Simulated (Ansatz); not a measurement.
The starting structures come from a database of crystals and need not be the phases stable at ambient conditions.

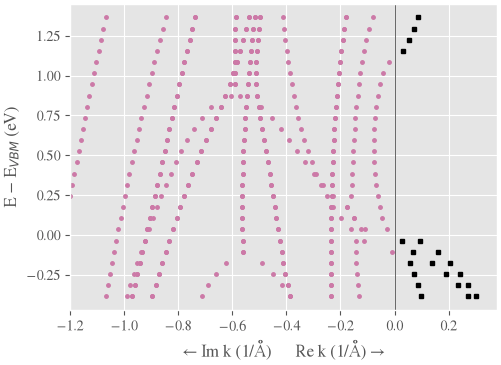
Complex bands at the centre of the two-dimensional zone; Ansatz (a program for electronic structure) with r2SCAN

The gap is the functional's own, uncorrected, and κ follows it; spin-orbit coupling is left out. Mid-gap values are interpolated between the computed energies.

Task: This is InP (P6_3mc, wurtzite, not sure to be the ambient phase, 4 atoms a cell, 25.7 Å³ an atom) along the normal of (111). Read off the slowest decay at the centre of the two-dimensional zone at 0.53 eV, the computed energy nearest the middle of the gap.

Result: κ ≈ 0.08 1/Å, a decay length 1/(2κ) of the density of 6.6 Å.
